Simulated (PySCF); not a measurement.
Consider GaP (charge +1, quartet).

```xyz
2

Ga    0.0000    0.0000   -0.8120
P     0.0000    0.0000    1.8070
```

Theory: PBE0/def2-TZVPPD, non-relativistic Hamiltonian with scalar-relativistic core potentials where named, at a bond length of 2.619 Å in PySCF 2.14.0.

**What will maps of the electron density, electron localisation function and spin density show?**

Ga–P (2.62 Å): ρ is about 0.33 e/Å³ halfway; the ELF peaks at about 0.80 in the valence shell of P, 0.9 Å from its nucleus, and is about 0.65 at the midpoint.
The unpaired spin (3 electrons) lies mostly on P2 (about 2.5) and Ga1 (about 0.5), in electrons by Hirshfeld's partition.

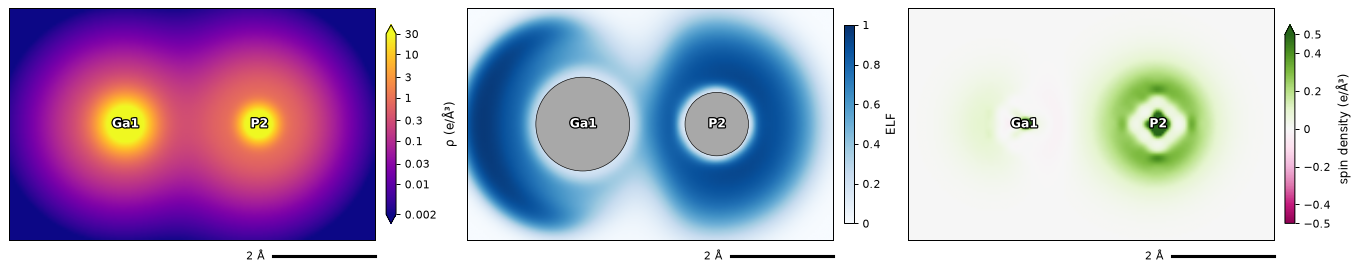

Computed electron density, electron localisation function and spin density on a plane that holds the molecular axis, in this order. Grey discs cover the atomic cores in the ELF map. 
